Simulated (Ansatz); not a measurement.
```yaml
atoms:
  - { symbol: Si, position_ang: [-0.5969, -0.1628, 0.7639] }
  - { symbol: S, position_ang: [1.0706, -0.3335, -1.0028] }
  - { symbol: S, position_ang: [-1.4314, 1.5857, 0.6623] }
  - { symbol: H, position_ang: [0.2297, 0.1714, -1.9238] }
  - { symbol: F, position_ang: [-1.2901, -1.5273, 0.3389] }
  - { symbol: F, position_ang: [0.4387, -0.6126, 1.8811] }
  - { symbol: H, position_ang: [1.5795, 0.8794, -0.7196] }
```

The product side of a reaction path; geometry: PBE0-D4/def2-TZVP.

These are results of RKS PBE0-D4/def2-TZVPP (Ansatz), not measurements.

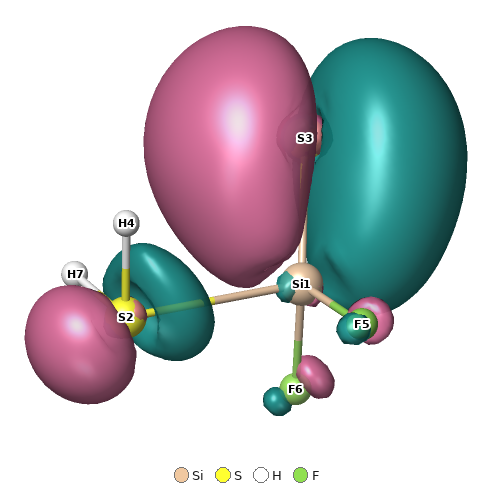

F2H2S2Si. The HOMO−1 at ±0.08 Å⁻³ᐟ² (teal and pink are the two phases), seen at a tilt.

Describe this orbital and give its energy.

By Hirshfeld shares it lies mainly on S3 (about 75 %), Si1 (about 15 %) and S2 (about 5 %); largely a lone pair of S3. Its energy is −7.09 eV.
